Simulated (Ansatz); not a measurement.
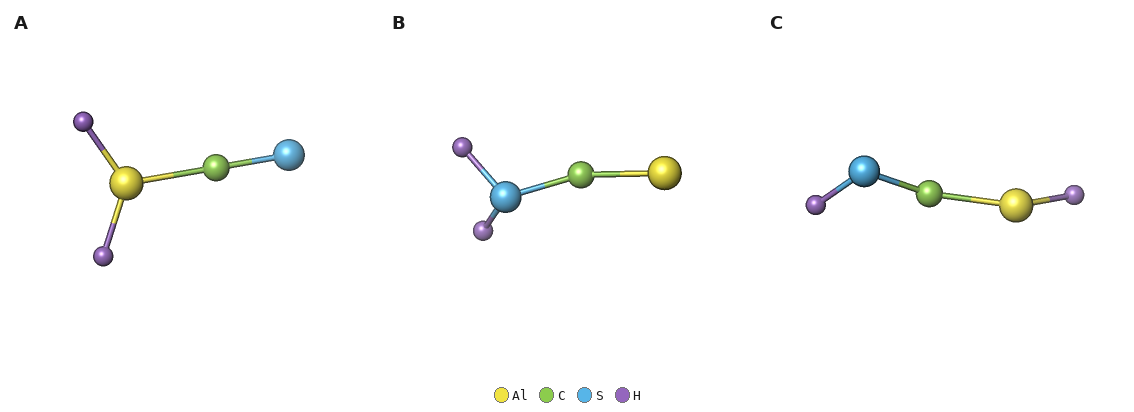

3 stationary structures of one formula. Charge 0, doublet. Geometries: PBE0-D4/def2-TZVP. Electronic energies: PBE0-D4/def2-TZVP (Ansatz 0.2.0), without zero-point energy. No frequency run is at hand to confirm each as a minimum.

Question: Which is lowest in energy, and by how much?

Answer: A is lowest; C lies 1.501 eV above it, B lies 2.428 eV above it.
